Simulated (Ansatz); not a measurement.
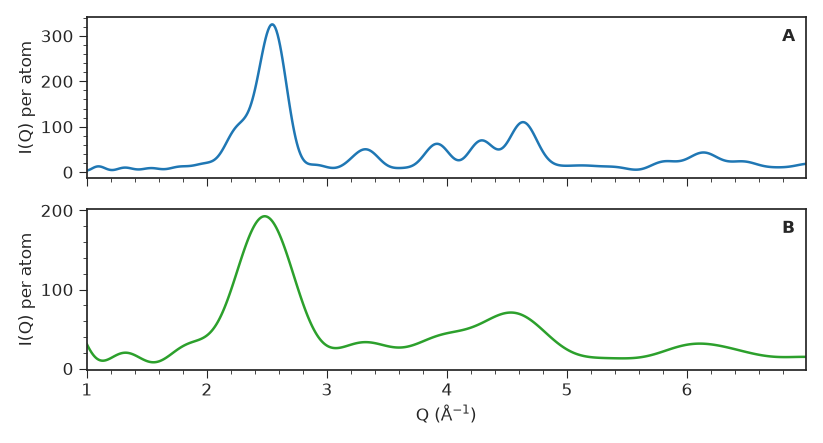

X-ray scattering of spheres cut from the crystal structure of Mg (P6_3/mmc, a = 3.205 Å, b = 3.205 Å, c = 5.160 Å, α = 90.00°, β = 90.00°, γ = 120.00°), calculated atom by atom with the Debye equation (B = 0.5 Å², no relaxation of the surface). It is based on the input geometry of an electronic-structure calculation (not necessarily at equilibrium).

> The spheres are 14 and 28 Å across. Which curve is which?

curve A: 28 Å (515 atoms); curve B: 14 Å (57 atoms). Peak widths go roughly as 2π/D, so the largest sphere has the sharpest peaks.

> Index the main peaks of the largest sphere.

Q ≈ 2.54 Å⁻¹: 002 + 101; Q ≈ 3.32 Å⁻¹: 102; Q ≈ 3.92 Å⁻¹: 110; Q ≈ 4.29 Å⁻¹: 103; Q ≈ 4.63 Å⁻¹: 112 + 201; Q ≈ 6.14 Å⁻¹: 211 + 114.
